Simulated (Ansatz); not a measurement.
# O on Ni(111): change of the work function, part 2 of 4

How does O on the fcc site change the work function of Ni(111) as the layer fills?

Ansatz 0.2.0; plane-wave DFT, PBE, Ansatz PAW.

So far: Starting point; The clean slab.

**2. The clean slab (continued)**

Site moment by atom:

| atom | site moment (μB) |
| --- | --- |
| Ni1 | 0.697 |
| Ni2 | 0.716 |
| Ni3 | 0.717 |
| Ni4 | 0.701 |

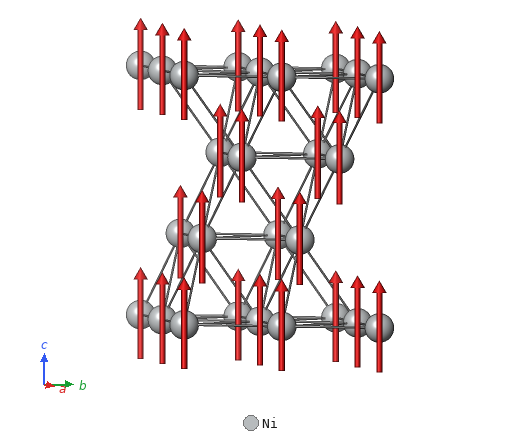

Site moment as arrows, the longest 0.717 μB. Up and down stand for the sign. Arrows give size and sign along the axis of quantisation, drawn up and down the page. 2×2×1 cells are drawn. Some periodic images of atoms are drawn too.

The relaxation took 3 steps and lowered the energy by 0.0021 eV; the largest force on the free atoms ends at 0.0025 eV/Å.

The work function of the upper face is 5.07 eV.

**3. The covered slab, k-mesh 6×6×1, coverage 0.25 ML**

System of this step: Ni16O (O/Ni(111)). The cell holds 17 atoms: 16 Ni and 1 O. Its edges and angles: a = 4.978 Å, b = 4.978 Å, c = 25.391 Å, α = 90.0°, β = 90.0°, γ = 60.0°. Vacuum lies along c.

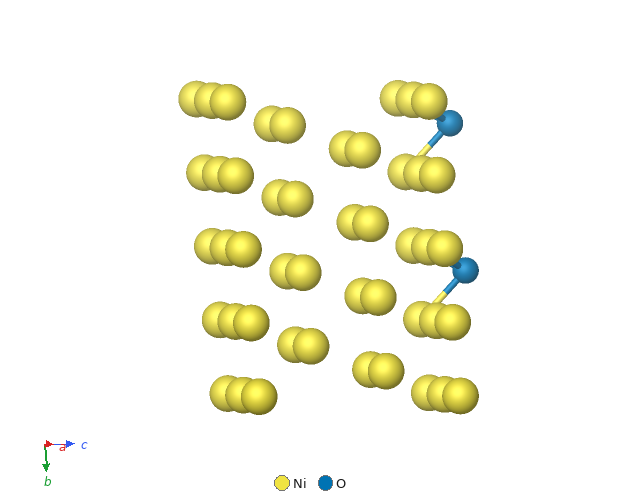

The cell of this step (nickel yellow, oxygen blue). Bonds to atoms that aren't drawn are left out. 1×2×1 cells are drawn. Some periodic images of atoms are drawn too.

The clean slab as it ended is repeated in the plane and the adsorbate is set on one face; the cell's size fixes the coverage, and the k-mesh shrinks with it to keep the sampling density about even. Adsorbate and upper layers relax, since the dipole depends on the height.

input.yaml

```yaml
crystal:
  lattice:
    - [4.9780317395, 0.0, 0.0]
    - [2.4890158698, 4.3111019473, 0.0]
    - [0.0, 0.0, 25.3914191867]
  atoms:
    - { symbol: Ni, position: [0.0, 0.0, 0.3544504517], spin: 0.7 }
    - { symbol: Ni, position: [0.1666666667, 0.1666666667, 0.4344882366], spin: 0.72 }
    - { symbol: Ni, position: [0.3333333333, 0.3333333333, 0.5142599013], spin: 0.72 }
    - { symbol: Ni, position: [0.0, 0.0, 0.593230649], spin: 0.7 }
    - { symbol: Ni, position: [0.0, 0.5, 0.3544504517], spin: 0.7 }
    - { symbol: Ni, position: [0.1666666667, 0.6666666667, 0.4344882366], spin: 0.72 }
    - { symbol: Ni, position: [0.3333333333, 0.8333333333, 0.5142599013], spin: 0.72 }
    - { symbol: Ni, position: [0.0, 0.5, 0.593230649], spin: 0.7 }
    - { symbol: Ni, position: [0.5, 0.0, 0.3544504517], spin: 0.7 }
    - { symbol: Ni, position: [0.6666666667, 0.1666666667, 0.4344882366], spin: 0.72 }
    - { symbol: Ni, position: [0.8333333333, 0.3333333333, 0.5142599013], spin: 0.72 }
    - { symbol: Ni, position: [0.5, 0.0, 0.593230649], spin: 0.7 }
    - { symbol: Ni, position: [0.5, 0.5, 0.3544504517], spin: 0.7 }
    - { symbol: Ni, position: [0.6666666667, 0.6666666667, 0.4344882366], spin: 0.72 }
    - { symbol: Ni, position: [0.8333333333, 0.8333333333, 0.5142599013], spin: 0.72 }
    - { symbol: Ni, position: [0.5, 0.5, 0.593230649], spin: 0.7 }
    - { symbol: O, position: [0.1666666667, 0.1666666667, 0.6455495483] }
magnetization:
  spin_polarized: true
kpoints:
  mp_grid: { grid: [6, 6, 1] }
hamiltonian:
  xc: pbe
scf:
  occupations: { method: fermi_dirac, width: 0.1 }
  convergence: { dr2_threshold: 1.0e-08 }
efield:
  axis: 3
  dipole_correction: true
  ramp_position: 0.97
  ramp_width: 0.06
relax:
  f_tol: 0.02
  max_steps: 60
  constraints: [{ sites: [0, 1, 4, 5, 8, 9, 12, 13] }]
output:
  dos: { projected: true, e_range: [-8, 4] }
  write_potential: true
  write_density: true
  volumetric_format: npy
  elf: true
```

The run is started by

```bash
ansatz run input.yaml --threads 4 --pin off --max-ram 6144MiB --backend cpu --events-out ev --progress --plain --runs-dir out
```

Numbers of over 12 decimals in the logs are rounded to 6 here.

The log of the run:

```text
[...]
Crystal: 17 atoms, lattice volume = 544.920 Å³
Basis set: ecut = 420 eV, 10639 PW (Γ), exchange–correlation on 72×72×360 points (8 copies of the dense FFT grid, shifted against one another)
Bands: 184, of which v1, the nominal top of the filled ones, is band 147 counted from 1 (146 counted from 0)
Symmetry: 6 space group operations
k-points: 7 of 36 (time reversal used)
[...]
Starting moments: Σ|m| = 11.36 μB on 16 of 17 sites
[...]
SCF iter   1: F=—  HF=-93983.851951 eV  |F-HF|=—  |Δ(HF+E_count)|=         —  Δρ=3.41e-2 (↑1.75e-2 ↓3.41e-2)  dr2=1.30e1  dr2_m=1.23e0  M=12.275 μB ∫|m|=12.868 μB  β_m=1.00  ethr=3.10e-3  p=-0.000 e·Å  D=-6.85e-7 V/Å  ΔV_dip=0.00 eV  dr2_dipole=7.61e-1  V_vac-E_F(+/−)=7.31/7.30 eV  ⟨swp⟩=9.1  Hψ=12576  notcnv=0  defer=176
[...]
SCF iter  19: F=-93997.769259 eV  HF=-93997.769259 eV  |F-HF|=5.82e-11  |Δ(HF+E_count)|=   4.71e-9  Δρ=2.99e-7 (↑1.21e-7 ↓2.99e-7)  dr2=7.70e-10  dr2_m=5.99e-11  M=10.774 μB ∫|m|=12.290 μB  ethr=1.00e-12  p=-0.131 e·Å  D=-4.35e-2 V/Å  ΔV_dip=1.10 eV  dr2_dipole=2.46e-11  V_vac-E_F(+/−)=6.18/5.07 eV  ⟨swp⟩=13.9  Hψ=19662  notcnv=0
SCF 1 converged in 19 iterations: F = -93997.769259 eV  dr2 = 7.70e-10
[...]
relax step   1: F+E_penalty+E_count = -93997.76925920 eV  Δ(F+E_penalty+E_count) = +0.000e0 eV  max|allowed force component| = 2.410e0 eV/Å  Δτ_max = 0.0000 Å  (19 SCF iters, accepted)
[...]
SCF iter  15: F=-93997.925642 eV  HF=-93997.925642 eV  |F-HF|=8.45e-9  |Δ(HF+E_count)|=   2.68e-9  Δρ=5.78e-7 (↑1.92e-7 ↓5.78e-7)  dr2=9.13e-9  dr2_m=2.22e-10  M=10.660 μB ∫|m|=12.152 μB  ethr=1.00e-12  p=-0.113 e·Å  D=-3.75e-2 V/Å  ΔV_dip=0.95 eV  dr2_dipole=2.30e-9  V_vac-E_F(+/−)=6.02/5.07 eV  ⟨swp⟩=11.9  Hψ=17360  notcnv=0
SCF 2 converged in 15 iterations: F = -93997.925642 eV  dr2 = 9.13e-9
relax step   2: F+E_penalty+E_count = -93997.92564235 eV  Δ(F+E_penalty+E_count) = -1.564e-1 eV  max|allowed force component| = 1.732e0 eV/Å  Δτ_max = 0.0581 Å  (15 SCF iters, accepted)
SCF iter   1: F=—  HF=-93998.076909 eV  |F-HF|=—  |Δ(HF+E_count)|=         —  Δρ=5.09e-3 (↑5.09e-3 ↓4.29e-3)  dr2=3.33e-1  dr2_m=4.64e-2  M=10.389 μB ∫|m|=11.843 μB  β_m=1.00  ethr=7.43e-4  p=-0.113 e·Å  D=-3.75e-2 V/Å  ΔV_dip=0.95 eV  dr2_dipole=1.06e-1  V_vac-E_F(+/−)=5.97/5.02 eV  ⟨swp⟩=4.2  Hψ=6500  notcnv=0  defer=254
[...]
SCF iter  16: F=-93998.076107 eV  HF=-93998.076107 eV  |F-HF|=6.82e-9  |Δ(HF+E_count)|=  4.07e-10  Δρ=6.53e-7 (↑1.77e-7 ↓6.53e-7)  dr2=7.13e-9  dr2_m=3.43e-10  M=10.360 μB ∫|m|=11.785 μB  ethr=1.00e-12  p=-0.072 e·Å  D=-2.39e-2 V/Å  ΔV_dip=0.61 eV  dr2_dipole=1.34e-9  V_vac-E_F(+/−)=5.68/5.07 eV  ⟨swp⟩=12.5  Hψ=17924  notcnv=0
SCF 3 converged in 16 iterations: F = -93998.076107 eV  dr2 = 7.13e-9
relax step   3: F+E_penalty+E_count = -93998.07610708 eV  Δ(F+E_penalty+E_count) = -1.505e-1 eV  max|allowed force component| = 3.222e-1 eV/Å  Δτ_max = 0.1224 Å  (16 SCF iters, accepted)
[...]
relax step   4: F+E_penalty+E_count = -93998.08069147 eV  Δ(F+E_penalty+E_count) = -4.584e-3 eV  max|allowed force component| = 5.298e-2 eV/Å  Δτ_max = 0.0163 Å  (14 SCF iters, accepted)
SCF iter   1: F=—  HF=-93998.081288 eV  |F-HF|=—  |Δ(HF+E_count)|=         —  Δρ=2.12e-4 (↑1.74e-4 ↓2.12e-4)  dr2=7.52e-4  dr2_m=3.26e-5  M=10.417 μB ∫|m|=11.854 μB  β_m=1.00  ethr=4.80e-6  p=-0.078 e·Å  D=-2.57e-2 V/Å  ΔV_dip=0.65 eV  dr2_dipole=1.25e-4  V_vac-E_F(+/−)=5.73/5.07 eV  ⟨swp⟩=2.0  Hψ=4492  notcnv=0  defer=188
[...]
SCF iter  11: F=-93998.080963 eV  HF=-93998.080963 eV  |F-HF|=3.20e-9  |Δ(HF+E_count)|=   1.57e-9  Δρ=4.77e-7 (↑2.07e-7 ↓4.77e-7)  dr2=2.47e-9  dr2_m=1.90e-10  M=10.415 μB ∫|m|=11.850 μB  ethr=1.00e-12  p=-0.077 e·Å  D=-2.57e-2 V/Å  ΔV_dip=0.65 eV  dr2_dipole=5.04e-12  V_vac-E_F(+/−)=5.72/5.07 eV  ⟨swp⟩=9.4  Hψ=16963  notcnv=0
SCF 5 converged in 11 iterations: F = -93998.080963 eV  dr2 = 2.47e-9
relax step   5: F+E_penalty+E_count = -93998.08096251 eV  Δ(F+E_penalty+E_count) = -2.710e-4 eV  max|allowed force component| = 3.014e-3 eV/Å  Δτ_max = 0.0034 Å  (11 SCF iters, accepted)
NSCF: frozen V_eff on 7 k-points
[...]
SCF converged after 11 iterations
Magnetization: 10.4150 μB (152.2075 up, 141.7925 down)
Absolute magnetization: 11.8619 μB (∫|ρ↑−ρ↓|, with the PAW one-centre terms)
[...]
Per-site moments (μB) at R_I (Å): [(0.706072, 1.026719), (0.746421, 1.019924), (0.720120, 1.005736), (0.528962, 0.754875), (0.706072, 1.026719), (0.715534, 1.020858), (0.720120, 1.005736), (0.528962, 0.754875), (0.706072, 1.026719), (0.715534, 1.020858), (0.720120, 1.005736), (0.528962, 0.754875), (0.738993, 1.026719), (0.715534, 1.020858), (0.590229, 1.023190), (0.770228, 1.005736), (0.101106, 0.754875)]
Free energy (F): -93998.080963 eV
[...]
Internal energy: -93997.167634 eV  (E = F + TS)
E sigma→0 (E₀):  -93997.624298 eV
Entropy (-TS):   -0.913328 eV (-53.725 meV/atom)
Fermi energy:    2.344367 eV
Dipole field:    D = -0.025655 V/Å  (p = -0.077258 e·Å, saw-weighted, corrected)
Work function:   Φ+ = 5.7250 eV   Φ− = 5.0736 eV
[...]
--- Forces (eV/Å), atoms counted from 1 ---
  atom   1  Ni    -0.01395831    -0.00805884     0.15422800
  atom   2  Ni    -0.00000000    -0.00000000    -0.19848512
  atom   3  Ni     0.00017304     0.00009990    -0.00124776
  atom   4  Ni     0.00261009     0.00150694     0.00269717
  atom   5  Ni     0.00000000     0.01611767     0.15422800
  atom   6  Ni    -0.02174337     0.01255354    -0.12836335
  atom   7  Ni    -0.00000000    -0.00019981    -0.00124776
  atom   8  Ni    -0.00000000    -0.00301387     0.00269717
  atom   9  Ni     0.01395831    -0.00805884     0.15422800
  atom  10  Ni    -0.00000000    -0.02510708    -0.12836335
  atom  11  Ni    -0.00017304     0.00009990    -0.00124776
  atom  12  Ni    -0.00261009     0.00150694     0.00269717
  atom  13  Ni     0.00000000    -0.00000000     0.11704968
  atom  14  Ni     0.02174337     0.01255354    -0.12836335
  atom  15  Ni    -0.00000000     0.00000000    -0.00019006
  atom  16  Ni    -0.00000000     0.00000000    -0.00230248
  atom  17  O     -0.00000000     0.00000000     0.00198035
  max |Σ_I F_I| component: 5.41e-6 eV/Å
--- Band table (eV; the first three rows and the last of 14) ---
  k-point 0 ↑: bands = [... 143 lower, 1.8243, 1.8618, 1.8618, 1.9271, 1.9271, 1.9388, 2.0017, 2.0017, ... 33 higher]
  k-point 1 ↑: bands = [... 143 lower, 1.7317, 1.7618, 1.7756, 1.7953, 1.8122, 1.8252, 1.9661, 2.1357, ... 33 higher]
  k-point 2 ↑: bands = [... 143 lower, 1.5901, 1.6715, 1.6817, 1.7215, 1.7371, 1.7818, 1.8040, 2.0033, ... 33 higher]
  k-point 6 ↓: bands = [... 143 lower, 2.3353, 2.3478, 2.3494, 2.3715, 2.3948, 2.4070, 2.4197, 2.4230, ... 33 higher]
--- Relaxed structure (5 steps of the walk, 5 accepted, 0 SCFs on fresh bases) ---
  F+E_penalty+E_count = -93998.08096251 eV   max|allowed force component| = 3.014e-3 eV/Å
  atoms:
    - { symbol: Ni, position: [-1.7959490104491818e-17, -1.7959490104491818e-17, 0.354450] }
    - { symbol: Ni, position: [0.166667, 0.166667, 0.434488] }
    - { symbol: Ni, position: [0.333032, 0.333032, 0.513803] }
    - { symbol: Ni, position: [-0.003487, -0.003487, 0.595934] }
    - { symbol: Ni, position: [0.0, 0.500000, 0.354450] }
    - { symbol: Ni, position: [0.166667, 0.666667, 0.434488] }
    - { symbol: Ni, position: [0.333032, 0.833936, 0.513803] }
    - { symbol: Ni, position: [-0.003487, 0.506974, 0.595934] }
    - { symbol: Ni, position: [0.500000, -1.7959490104895715e-17, 0.354450] }
    - { symbol: Ni, position: [0.666667, 0.166667, 0.434488] }
    - { symbol: Ni, position: [0.833936, 0.333032, 0.513803] }
    - { symbol: Ni, position: [0.506974, -0.003487, 0.595934] }
    - { symbol: Ni, position: [0.500000, 0.500000, 0.354450] }
    - { symbol: Ni, position: [0.666667, 0.666667, 0.434488] }
    - { symbol: Ni, position: [0.833333, 0.833333, 0.515481] }
    - { symbol: Ni, position: [0.500000, 0.500000, 0.591300] }
    - { symbol: O, position: [0.166667, 0.166667, 0.639014] }
```

Run time: 97 s. Hardware: 4 threads of AMD EPYC 9R45 (Zen 5), shared host; peak memory 3 GiB; 6.2 min of CPU time.

Step by step:

| step | energy less that of the first step (eV) | largest force component (eV/Å) |
| --- | --- | --- |
| 1 | 0.0000 | 2.4099 |
| 2 | -0.1564 | 1.7323 |
| 3 | -0.3068 | 0.3222 |
| 4 | -0.3114 | 0.0530 |
| 5 | -0.3117 | 0.0030 |

Forces are held to the 6 operations that the run works with; a distortion that breaks them can't arise in this run.

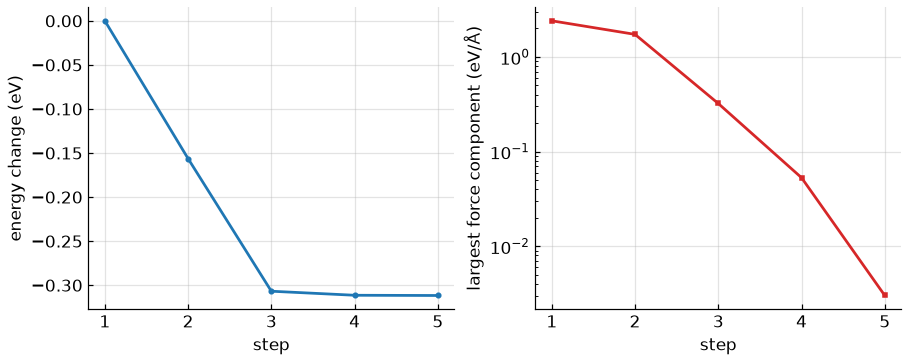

Energy and largest force along the relaxation.

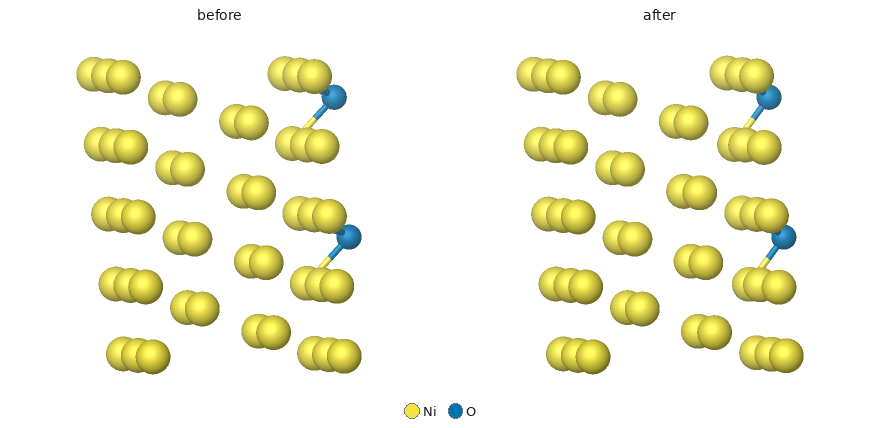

Before and after, at one scale. Bonds to atoms that aren't drawn are left out.

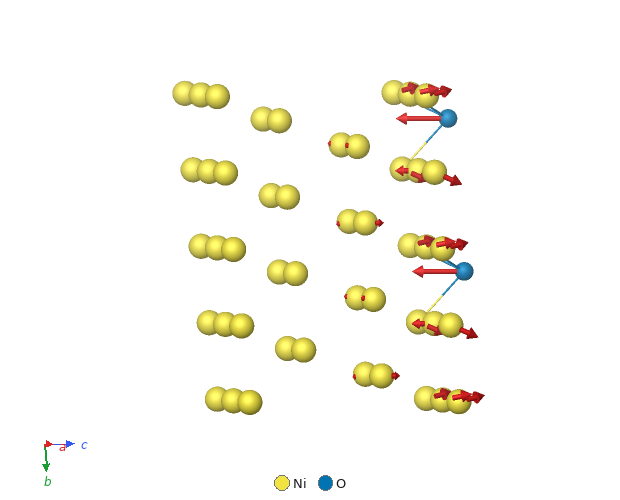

Displacements in the relaxation, exaggerated; the longest in the cell stands for 0.17 Å. Bonds to atoms that aren't drawn are left out. 1×2×1 cells are drawn. Some periodic images of atoms are drawn too.

The atoms that moved most (Å):

| atom | dx | dy | dz | length |
| --- | --- | --- | --- | --- |
| O17 | 0.000 | 0.000 | -0.166 | 0.166 |
| Ni4 | -0.026 | -0.015 | 0.069 | 0.075 |
| Ni12 | 0.026 | -0.015 | 0.069 | 0.075 |
| Ni8 | 0.000 | 0.030 | 0.069 | 0.075 |
| Ni16 | 0.000 | 0.000 | -0.049 | 0.049 |
| Ni15 | 0.000 | 0.000 | 0.031 | 0.031 |
| Ni3 | -0.002 | -0.001 | -0.012 | 0.012 |
| Ni11 | 0.002 | -0.001 | -0.012 | 0.012 |

Final coordinates:

```xyz
17
Lattice="4.9780 0.0000 0.0000 2.4890 4.3111 0.0000 0.0000 0.0000 25.3914" Properties=species:S:1:pos:R:3
Ni    0.0000    0.0000    9.0000
Ni    1.2445    0.7185   11.0323
Ni    2.4868    1.4357   13.0462
Ni   -0.0260   -0.0150   15.1316
Ni    1.2445    2.1556    9.0000
Ni    2.4890    2.8741   11.0323
Ni    3.7335    3.5952   13.0462
Ni    1.2445    2.1856   15.1316
Ni    2.4890    0.0000    9.0000
Ni    3.7335    0.7185   11.0323
Ni    4.9803    1.4357   13.0462
Ni    2.5151   -0.0150   15.1316
Ni    3.7335    2.1556    9.0000
Ni    4.9780    2.8741   11.0323
Ni    6.2225    3.5926   13.0888
Ni    3.7335    2.1556   15.0139
O     1.2445    0.7185   16.2255
```

Numbers from this step:

* energy at zero smearing: -93997.6243 eV
* total moment: 10.41 μB
* work function, upper face: 5.725 eV
* work function, lower face: 5.074 eV
* dipole along the normal: -0.07726 e·Å
* step between the vacuum levels: 0.6514 eV

Running mean over 2.032 Å of the planar mean; the ramp of the sawtooth is left out. Electron's electrostatic potential energy less the Fermi level against z:

| z (Å) | electron's electrostatic potential energy less the Fermi level (eV) |
| --- | --- |
| 3 | 5.07 |
| 4 | 5.07 |
| 5 | 5.07 |
| 6 | 5.02 |
| 7 | 4.38 |
| 8 | -3.19 |
| 9 | -10.1 |
| 10 | -10.3 |
| 11 | -10.4 |
| 12 | -10.5 |
| 13 | -10.4 |
| 14 | -10.2 |
| 15 | -10.7 |
| 16 | -5.76 |
| 17 | 3.57 |
| 18 | 5.62 |
| 19 | 5.72 |
| 20 | 5.72 |
| 21 | 5.72 |
| 22 | 5.72 |

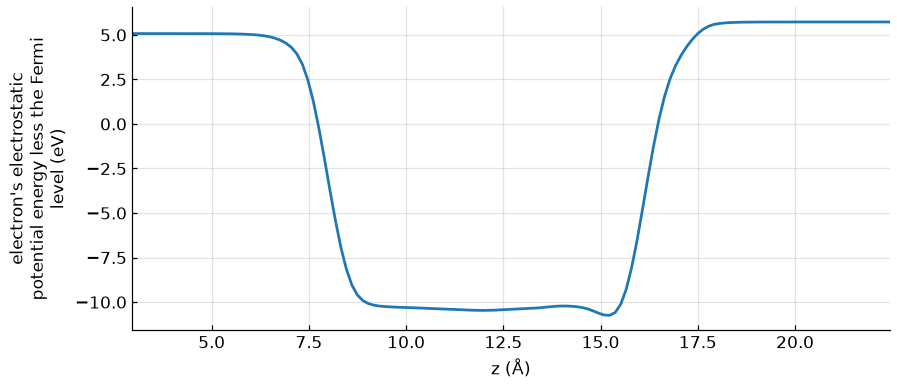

Electron's electrostatic potential energy less the Fermi level, plotted against z.

The density of states has structure finer than the step of the table below, so its rows give means over 0.5 eV, whole bins alone (the curve runs from -8 to 1.98 eV). Peaks (eV: height): total -1.56: 54.6, -1.32: 68.9, -1.14: 59.0, -0.99: 53.9, -0.84: 66.0, -0.75: 74.4, 0.00: 56.4; up -2.74: 35.5, -2.20: 42.6, -2.11: 34.3, -2.02: 35.0, -1.35: 32.7, -0.81: 41.7, -0.69: 39.8; down -1.56: 37.0, -1.41: 35.6, -1.32: 50.2, -0.84: 37.0, -0.75: 34.6, -0.12: 39.8, 0.00: 54.2.

The density of states by energy, zero at the Fermi level; means over each step; values in states/eV a cell:

| energy (eV) | total | up | down |
| --- | --- | --- | --- |
| -7.5 | 0.969 | 0.490 | 0.479 |
| -7.0 | 2.28 | 1.16 | 1.12 |
| -6.5 | 2.48 | 1.31 | 1.17 |
| -6.0 | 3.91 | 2.30 | 1.61 |
| -5.5 | 9.13 | 4.38 | 4.75 |
| -5.0 | 7.35 | 3.87 | 3.48 |
| -4.5 | 9.69 | 6.80 | 2.89 |
| -4.0 | 17.8 | 11.5 | 6.25 |
| -3.5 | 23.1 | 13.5 | 9.65 |
| -3.0 | 29.0 | 15.7 | 13.3 |
| -2.5 | 37.5 | 22.4 | 15.1 |
| -2.0 | 39.3 | 22.4 | 16.9 |
| -1.5 | 47.0 | 20.1 | 27.0 |
| -1.0 | 47.4 | 27.3 | 20.1 |
| -0.5 | 39.6 | 18.0 | 21.5 |
| 0.0 | 30.7 | 4.36 | 26.4 |
| 0.5 | 12.3 | 2.31 | 10.0 |
| 1.0 | 6.08 | 3.45 | 2.63 |
| 1.5 | 4.81 | 1.58 | 3.23 |

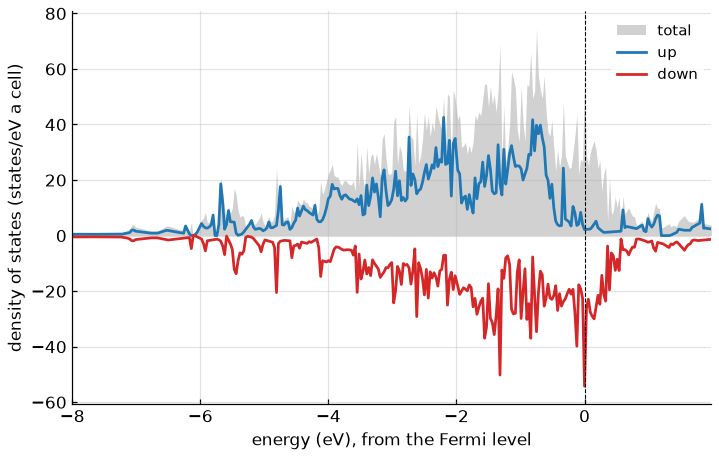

Density of states against energy. Down spins are drawn negative.

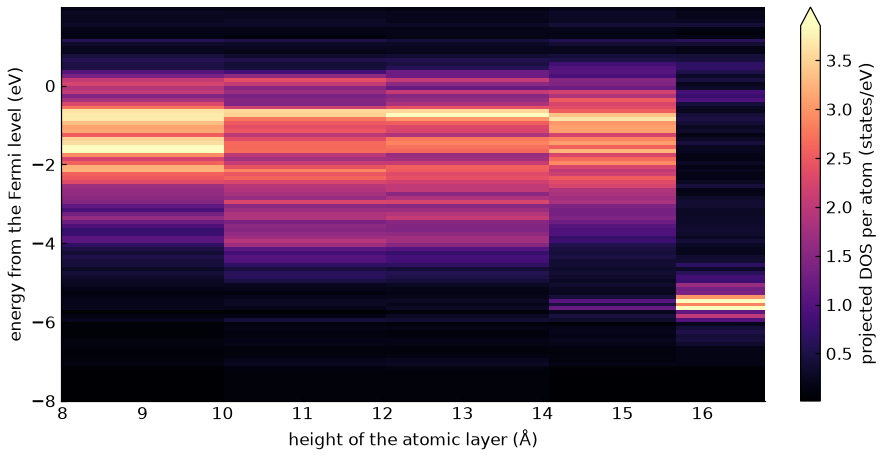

Projected DOS per atom over height of the atomic layer and energy from the Fermi level. Layers: Ni4 Ni4 Ni4 Ni4 O from below.

[end of part 2 of 4]

[Logs are printed without paths, hosts, clocks, repeated set-up lines and the standing remarks that a program may print on its own settings, such as how far it seeks lower states.]

[Hosts, paths, dates, database ids (printed as entryN), source tags and the programs' standing remarks are cut or masked in the printed files.]

[Maps of the electrostatic potential energy from Ansatz leave out the sawtooth potential of an applied field or a dipole correction, so their vacuum need not be flat; planar profiles and work functions include it.]
